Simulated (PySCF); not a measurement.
**[ReF6]2- (F6Re, charge −2, quartet): what the electrons do**

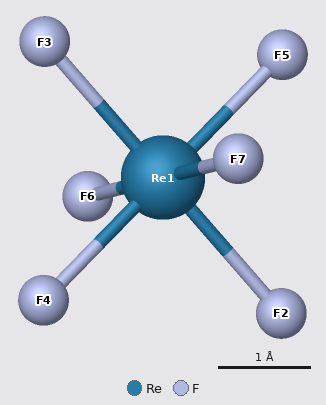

The molecule, with its atoms numbered as below. No frequency check shows the geometry to be a minimum.

Geometry (Å), atoms numbered from 1:

```
Re1      0.0000   -0.0001    0.0002
F2       1.0714   -1.4171   -0.9289
F3      -1.0715    1.4175    0.9283
F4      -1.0715   -1.4175    0.9277
F5       1.0714    1.4179   -0.9283
F6      -1.3134    0.0003   -1.5150
F7       1.3133   -0.0003    1.5144
```

Part 1: Bonding charge

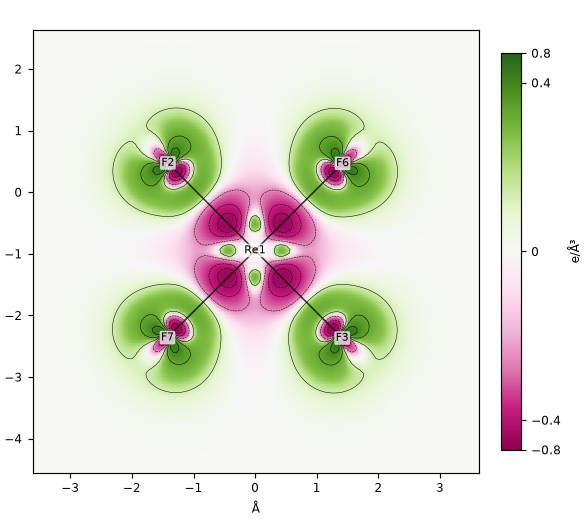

Deformation density (molecule less spherical, spin-averaged free atoms) in the plane of Re1, F2, F3, F6 and F7; colour scale in e/Å³, logarithmic beyond ±0.1; green: gain, pink: loss.

Level of theory: B3LYP/def2-SVPD (PySCF), at a geometry from GFN2-xTB. Core potentials replace the inner electrons of Re; spin–orbit coupling isn't included. The highest occupied orbitals have positive energy: in the gas phase this ion holds its electrons only through the finite basis. This is a single-reference result, which may miss multireference character in this system. The stability of the open-shell solution wasn't checked. GFN2-xTB doesn't know the spin state, so this open-shell geometry is rough.

How much density has each bond in this plane gained at its critical point, relative to the free atoms?

Answer. Re1–F7, Re1–F2, Re1–F3 and Re1–F6: −0.11 e/Å³ at the bond critical point (bond length 2.00 Å); up to 0.6 Å beside the axis the gain reaches +0.14 e/Å³. In all, 3.0 electrons gather in the regions of gain relative to the promolecule of neutral atoms (this includes the anion's extra charge). A small or negative value marks a very polar bond, one between electron-rich atoms, whose free-atom densities already overlap strongly, a long bond to a heavier atom, or a closed-shell contact such as a hydrogen bond.

Where do the Hirshfeld charges lie?

Answer. The highest Hirshfeld charge is on Re1 (+0.60 e), the lowest on F2, F3, F4, F5, F6 and F7 (−0.43 e).

Part 2: Bond critical points

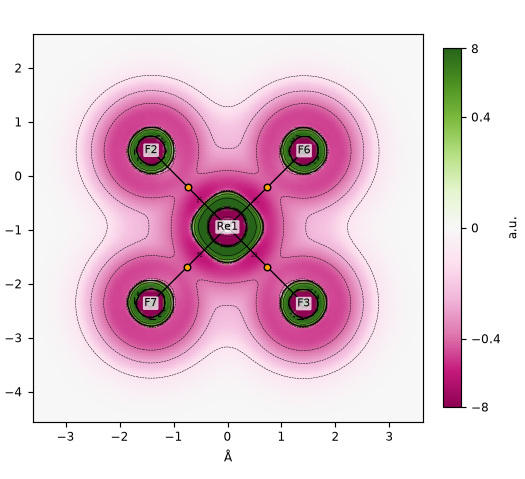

Negative Laplacian of the density (−∇²ρ) in the plane of Re1, F2, F3, F6 and F7 (green positive, pink negative, colour scale in a.u., logarithmic beyond ±0.04), with bond paths and bond critical points (dots).

At which bond critical points in this plane is charge locally concentrated, and at which depleted?

Answer. At none is it concentrated. Depleted (∇²ρ > 0): Re1–F7, Re1–F2, Re1–F3 and Re1–F6 (+0.57 a.u., H = −0.008).

Part 3: Electrostatic potential

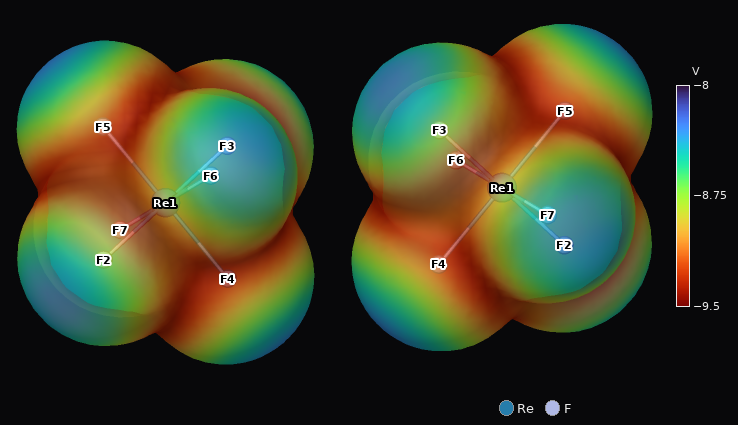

Electrostatic potential on the surface of electron density 0.001 a.u. (back view left, front view right).

Where are the extremes of the potential on the surface?

Answer. Highest: −8.31 V, 1.7 Å from F7, and at like points elsewhere. Lowest: −9.40 V, about equally far (1.9 Å) from F3 and F7, over Re1 (2.7 Å), and at like points elsewhere. The surface is sampled at points, so like sites can differ by a few per cent and only the strongest of them is named.

Part 4: Spin density

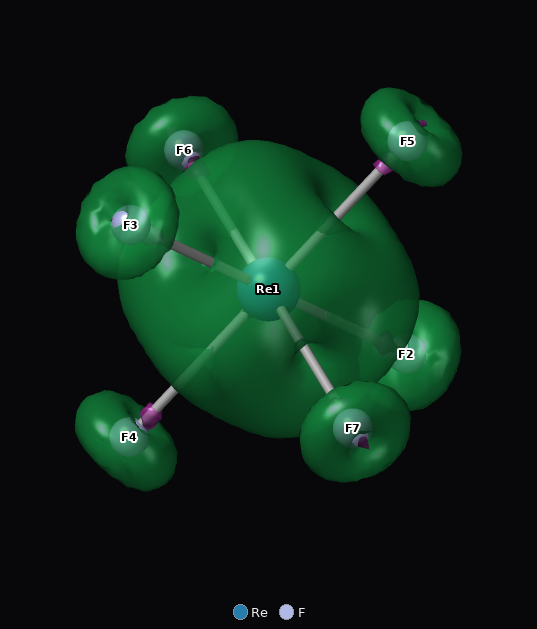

Spin density ρα − ρβ at ±0.05 e/Å³ (green: excess α, purple: excess β).

Give the atomic spin populations that go with this picture.

Answer. Hirshfeld spin populations: Re1 +2.45 and F2, F3, F4, F5, F6 and F7 +0.09. ⟨S²⟩ = 3.76, against 3.75 for a pure state.

Part 5: In an electric field

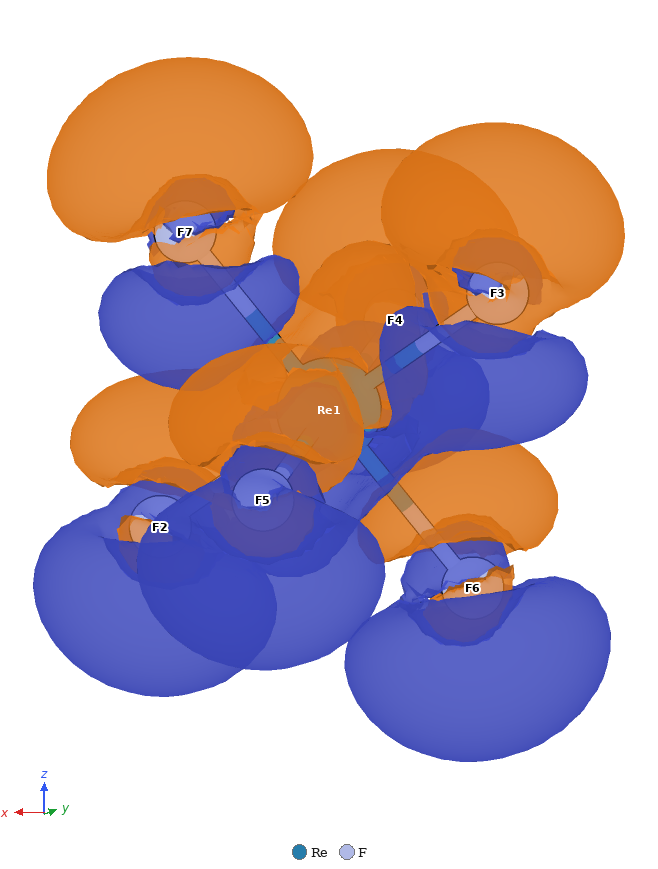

Change of the electron density in a uniform field of 0.10 V/Å, surfaces at ±0.0004 e/Å³ (orange: gain, blue: loss).

Level of theory: ωB97X/def2-SVPD (PySCF), at a geometry from GFN2-xTB. Core potentials replace the inner electrons of Re; spin–orbit coupling isn't included. This is a single-reference result, which may miss multireference character in this system. The stability of the open-shell solution wasn't checked. GFN2-xTB doesn't know the spin state, so this open-shell geometry is rough.

Along which Cartesian direction does the field point?

Answer. Along −z: electrons gather on the +z side, against the field.

What dipole is induced, and what polarisability does it imply?

Answer. The induced dipole is 0.29 D (along the field); α along this axis, from the fields in both directions, is 58 bohr³ (8.6 Å³).

Which atoms gain and lose the most charge?

Answer. Electrons gather most on F7 (Hirshfeld charge changes by −0.005 e) and leave F6 most (+0.005 e); 0.027 electrons are displaced in all.
